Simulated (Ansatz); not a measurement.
# A hypothetical structure for CaZnGaH, part 2 of 2

This structure for CaZnGaH is made up. Its elements were placed in a known structure type with a cell scaled to their sizes. What cell does the guess relax to, and how far off was it?

Ansatz 0.2.0; DFT, r2SCAN, plane-wave PAW, files of the set soft_1, scalar-relativistic, no spin, cell and ions relaxed at zero pressure; PAW set soft_1 (the session's first sound run).

So far: Starting point; Relaxing cell and atoms. The relaxed cell has a = 4.340, c = 4.165 Å (conventional setting).

## Step 3: Electronic structure of the relaxed cell

A second self-consistent run takes a narrower smearing and the mesh shown in its input; the bands follow along the standard path of the relaxed lattice.

This step: DFT, r2SCAN, plane-wave PAW, files of the set soft_1, scalar-relativistic, no spin, bands and density of states at the relaxed cell; PAW set soft_1 (Ansatz 0.2.0).

input.yaml

```yaml
crystal:
  lattice:
    - [4.3397784063, 0.0, 0.0]
    - [-2.1698892031, 3.7583583466, 0.0]
    - [0.0, 0.0, 4.1649943907]
  atoms:
    - { symbol: Ga, position: [0.3333333333, 0.6666666667, 0.5441372604] }
    - { symbol: Zn, position: [0.0, 0.0, 0.5175338353] }
    - { symbol: Ca, position: [0.6666666667, 0.3333333333, 0.0370260941] }
    - { symbol: H, position: [0.3333333333, 0.6666666667, 0.9515028102] }
kpoints:
  mp_grid: { grid: [8, 8, 8] }
  band_path:
    path:
      - [[0.0, 0.0, 0.0], [0.5, 0.0, 0.0], [0.33333333, 0.33333333, 0.0], [0.0, 0.0, 0.0], [0.0, 0.0, 0.5], [0.5, 0.0, 0.5], [0.33333333, 0.33333333, 0.5], [0.0, 0.0, 0.5]]
      - [[0.5, 0.0, 0.5], [0.5, 0.0, 0.0]]
      - [[0.33333333, 0.33333333, 0.0], [0.33333333, 0.33333333, 0.5]]
    npoints: 8
scf:
  occupations: { method: fermi_dirac, width: 0.03 }
  n_extra_bands: 8
hamiltonian:
  xc: r2scan
  pseudopotentials: { kind: paw, azcp: { folder: soft_1 } }
output:
  forces: true
  stress: true
  write_bands: true
  dos: { projected: true }
  write_density: true
  write_potential: true
  elf: true
  volumetric_format: npy
```

Run with:

```bash
$ ansatz run input.yaml --threads 4 --pin off --max-ram 8192MiB --backend cpu --events-out ev --progress --plain --runs-dir out
```

Numbers of over 12 decimals in the logs are rounded to 6 here.

What it wrote:

```text
[...]
Crystal: 4 atoms, lattice volume = 67.933 Å³
Basis set: ecut = 500 eV, 1725 PW (Γ), exchange–correlation on 128×128×128 points (64 copies of the dense FFT grid, shifted against one another)
Bands: 26, of which v1, the nominal top of the filled ones, is band 18 counted from 1 (17 counted from 0)
Symmetry: 6 space group operations
[...]
k-points: 65 of 512 (time reversal used)
[...]
SCF iter   1: F=—  HF=-8955.377679 eV  |F-HF|=—  |Δ(HF+E_count)|=         —  Δρ=6.51e-2  dr2=3.04e0  dr2_τ=2.78e-2  ethr=3.10e-3  ⟨swp⟩=7.0  Hψ=9165  notcnv=0
[...]
SCF iter  11: F=-8954.840816 eV  HF=-8954.840816 eV  |F-HF|=6.89e-9  |Δ(HF+E_count)|=   2.65e-7  Δρ=1.23e-5  dr2=9.57e-8  dr2_τ=7.07e-10  ethr=2.78e-10  ⟨swp⟩=13.7  Hψ=12225  notcnv=0
SCF 1 converged in 11 iterations: F = -8954.840816 eV  dr2 = 9.57e-8
[...]
NSCF: frozen V_eff on 75 k-points
SCF converged after 11 iterations
Free energy (F): -8954.840816 eV
[...]
Internal energy: -8954.834804 eV  (E = F + TS)
E sigma→0 (E₀):  -8954.837810 eV
Entropy (-TS):   -0.006011 eV (-1.503 meV/atom)
Fermi energy:    8.094490 eV
[...]
--- Forces (eV/Å), atoms counted from 1 ---
  atom   1  Ga    -0.00000000    -0.00000000    -0.01345891
  atom   2  Zn     0.00000000    -0.00000000    -0.03752167
  atom   3  Ca    -0.00000000    -0.00000000     0.00659902
  atom   4  H      0.00000000     0.00000000     0.04438243
  max |Σ_I F_I| component: 8.66e-7 eV/Å
--- Stress (GPa, compression-positive) ---
       -0.273845      -0.000000      -0.000000
       -0.000000      -0.273845      -0.000000
       -0.000000      -0.000000       0.247017
  P = ⅓ Tr σ = -0.1002 GPa (-1.002 kbar)
--- Band table (eV; the first three rows and the last of 65) ---
  k-point 0: bands = [... 14 lower, 0.8049, 5.6298, 8.4633, 8.4633, 8.8089, 10.1122, 12.4038, 12.4038, ... 4 higher]
  k-point 1: bands = [... 14 lower, 0.8020, 5.0328, 8.5943, 8.5943, 8.8343, 10.6531, 11.6924, 11.6924, ... 4 higher]
  k-point 2: bands = [... 14 lower, 0.8044, 3.8237, 8.9753, 8.9753, 9.0884, 11.0610, 11.0610, 11.5521, ... 4 higher]
  k-point 64: bands = [... 14 lower, 1.7897, 3.5059, 3.9341, 6.3268, 7.7125, 11.6019, 12.5879, 13.0152, ... 4 higher]
```

Elapsed: 14 s, on 4 threads of Intel Xeon Platinum 8259CL at 2.50GHz (Skylake/Cascade Lake), shared host; peak memory 0.62 GiB.

Reading the cycles: dr2 is the Hartree energy of the density residual (eV), the measure of convergence; HF is the Harris–Foulkes estimate of the energy, which meets the free energy F at convergence.

This step gave:

```yaml
free_energy: -8954.8408 eV
energy_at_zero_smearing: -8954.8378 eV
smearing_term_ts: 0.006011 eV
fermi_energy: 8.094 eV
pressure: -0.1002 GPa
```

bands.tsv at the labelled points (eV, zero at the Fermi level; the bands that come nearest the Fermi level along the path):

```tsv
point	band 15	band 16	band 17	band 18	band 19	band 20	band 21	band 22
Γ	-7.29	-2.46	0.37	0.37	0.71	2.02	4.31	4.31
M	-6.96	-5.20	-1.35	-0.52	0.98	2.44	4.02	4.41
K	-6.77	-4.91	-3.01	-0.65	2.14	2.20	3.57	3.61
Γ	-7.29	-2.46	0.37	0.37	0.71	2.02	4.31	4.31
A	-7.06	-6.04	1.72	1.89	1.89	2.53	2.53	2.95
L	-6.44	-4.79	-3.98	-0.74	-0.59	3.10	4.61	4.73
H	-6.27	-4.41	-4.36	-1.90	-0.35	3.33	4.75	5.04
A	-7.06	-6.04	1.72	1.89	1.89	2.53	2.53	2.95
L	-6.44	-4.79	-3.98	-0.74	-0.59	3.10	4.61	4.73
M	-6.96	-5.20	-1.35	-0.52	0.98	2.44	4.02	4.41
K	-6.77	-4.91	-3.01	-0.65	2.14	2.20	3.57	3.61
H	-6.27	-4.41	-4.36	-1.90	-0.35	3.33	4.75	5.04
```

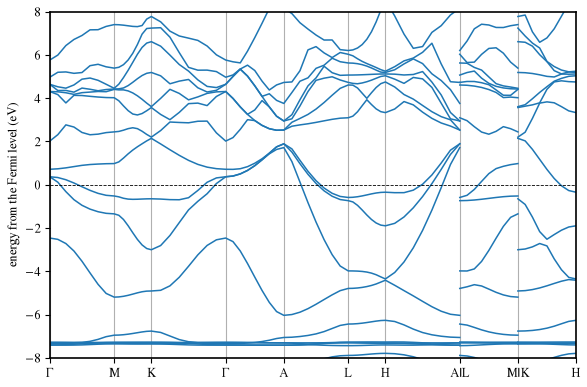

Bands along the path. 9 bands lie wholly below the window drawn.

States per cell as run, both spins, in windows of 1 eV, from dos.tsv (zero at the Fermi level):

| from | to | total |
| --- | --- | --- |
| -8 | -7 | 9.15 |
| -7 | -6 | 1.12 |
| -6 | -5 | 0.25 |
| -5 | -4 | 1.47 |
| -4 | -3 | 0.73 |
| -3 | -2 | 0.78 |
| -2 | -1 | 1.18 |
| -1 | 0 | 1.54 |
| 0 | 1 | 1.08 |
| 1 | 2 | 0.97 |
| 2 | 3 | 1.12 |
| 3 | 4 | 2.48 |
| 4 | 5 | 4.19 |

A further 19.7 states lie below the table's range.

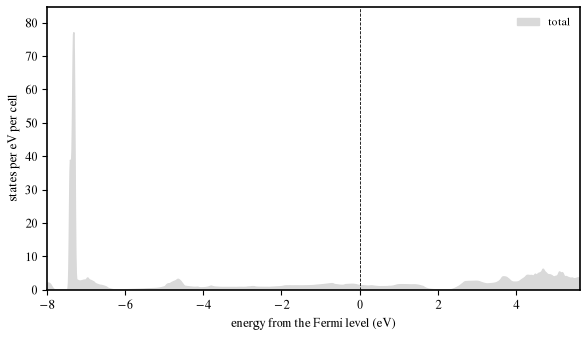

Total density of states, smoothed over about 0.04 eV.

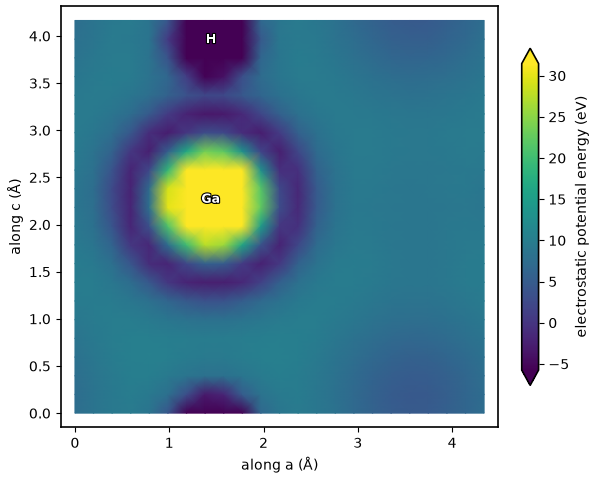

Electrostatic potential energy in the ac plane at fractional y = 0.667, with atoms of Ga and H within 0.2 Å of it. With pseudopotentials it is smooth inside the atoms' cores, unlike the true potential.

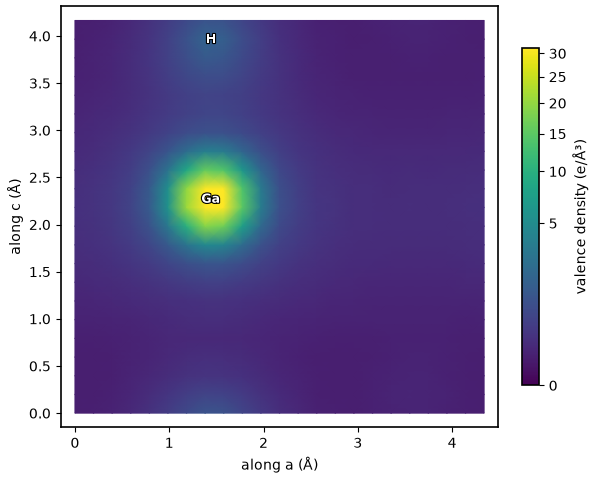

Valence density in the ac plane at fractional y = 0.667, with atoms of Ga and H within 0.2 Å of it. It is the smooth field of the valence electrons, not physical close to the nuclei. The colour scale is stretched toward low values.

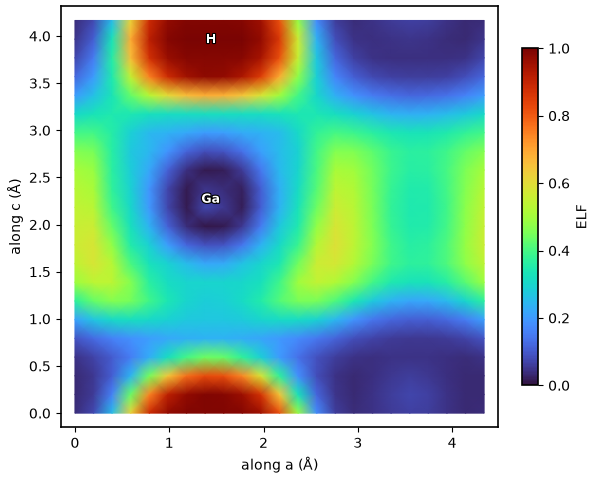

ELF in the ac plane at fractional y = 0.667, with atoms of Ga and H within 0.2 Å of it. It is the smooth field of the valence electrons, not physical close to the nuclei.

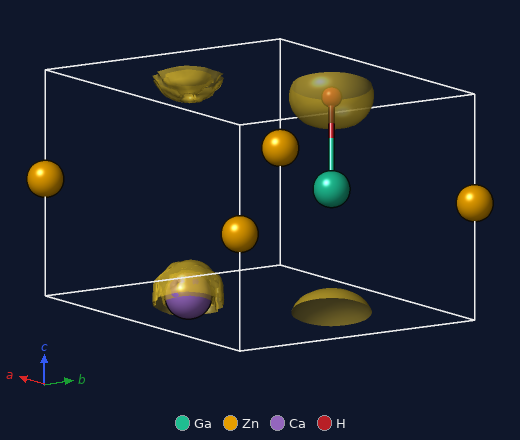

Surface of ELF = 0.85. Bonds to atoms that aren't drawn are left out.

## Step 4: Results

| Item | Value |
| --- | --- |
| space group, relaxed | P3m1 |
| conventional cell | a = 4.340, b = 4.340, c = 4.165 Å; α = 90.0°, β = 90.0°, γ = 120.0° |
| volume per atom | 16.98 Å³ (guess 18.16) |

**Reading.** CaZnGaH relaxes to P3m1 with a = 4.340, b = 4.340 and c = 4.165 Å. The guessed volume was 7 % too large. The space group P3m1 was held in the relaxation, so the end point is a stationary structure within it and may be a saddle against distortions or other arrangements. Bands cross the Fermi level, so it is a metal or semimetal at this level. On the 8×8×8 mesh with the narrower smearing (relaxed on 7×7×6) the largest force component is 0.044 eV/Å and the largest stress component is 0.274 GPa, against the relaxation's thresholds of 0.015 eV/Å and 0.05 GPa. The cutoff wasn't tested. A vector of the cell changed its length by 11 %, more than the volume shows. No dispersion term is used, so weakly bound directions may come out too long. Nothing here tests whether the compound is stable against decomposition.

[Logs are printed without paths, hosts, clocks, repeated set-up lines and the standing remarks that a program may print on its own settings, such as how far it seeks lower states.]

[Hosts, paths, dates, database ids (printed as entryN), source tags and the programs' standing remarks are cut or masked in the printed files.]
